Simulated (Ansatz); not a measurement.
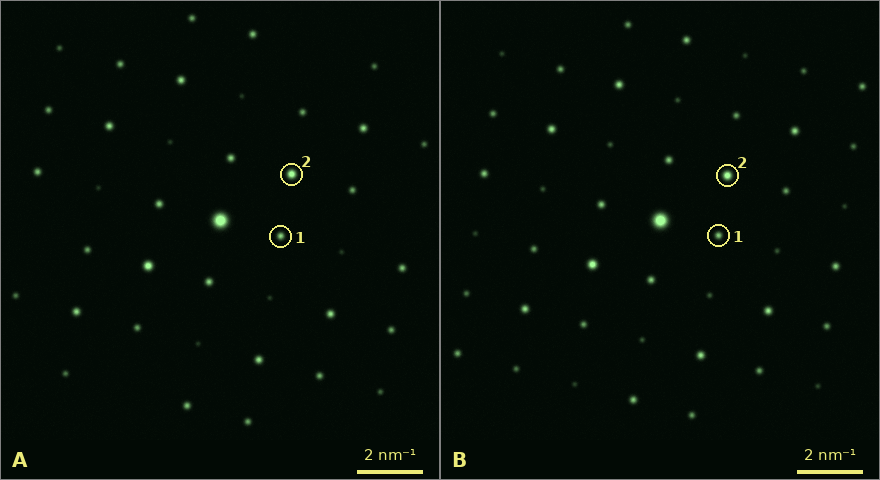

Kinematic electron diffraction patterns (200 kV, B = 0.5 Å², same scale) along [001] of the run's own cell, for the start and the end of one relaxation of Cs2Na with DFT PBE, scalar-relativistic, plane waves, PAW (Ansatz 0.2.0). k mesh 12×12×12. The start is a generated model structure, and the relaxation ends in the nearest stationary point of its symmetry, not necessarily the ground state. Spot 1 is 0 -1 0 and spot 2 is 1 -1 0 in both.

Start structure:

```
CELL_PARAMETERS angstrom
-2.81338 2.81338 7.97278
2.81338 -2.81338 7.97278
2.81338 2.81338 -7.97278
ATOMIC_POSITIONS crystal
Cs 0.64692 0.64692 0.00000
Cs 0.35308 0.35308 0.00000
Na 0.00000 0.00000 0.00000
```

Which pattern belongs to the start structure, and which to the relaxed one?

Answer. B is the start: its cell gives d(1) = 5.306 Å, d(2) = 3.979 Å and an angle of 48.2°. A is the relaxed structure, with d(1) = 5.115 Å (-3.6 %), d(2) = 3.776 Å (-5.1 %) and 47.4°.

Summarise the relaxation behind the change.

Answer. The volume changed by +0.5 % to 84.56 Å³ an atom; with the mean shift removed, the atoms moved by up to 0.11 Å relative to the cell (Cs most); the space group stayed I4/mmm (No. 139); the free energy fell by 4.2 meV an atom. Relaxed cell: a = 9.664 Å, b = 9.664 Å, c = 9.664 Å, α = 147.92°, β = 147.92°, γ = 46.00°.
